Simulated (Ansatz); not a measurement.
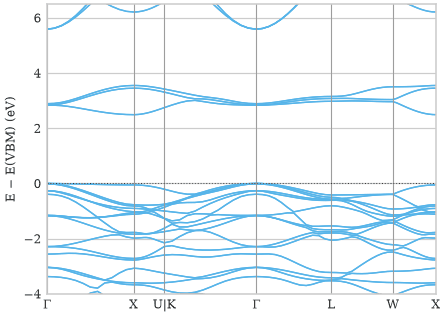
Figure: Band structure from r²SCAN with spin–orbit coupling (plane waves, PAW; program Ansatz)

**Question.** Read off the gap and where the band edges lie.

**Answer.** About 2.5 eV (2.49 eV by a search for the band edges); maximum at Γ, minimum at X.

The material is Ba₂MgMoO₆ in space group Fm-3m (No. 225; Ba on 8c, Mg on 4b, Mo on 4a, O on 24e).

The first step of the workflow began from a Materials Project structure, measured or hypothetical; the Crystallography Open Database copy checked does not list it. Whether it is the stable phase at ambient conditions was not checked. The cell was relaxed with r²SCAN under the symmetry of its start; whether a distortion lowers the energy is not shown. The run is not spin-polarised. No Hubbard U is applied.

Potentials: the later of the program's two PAW sets.
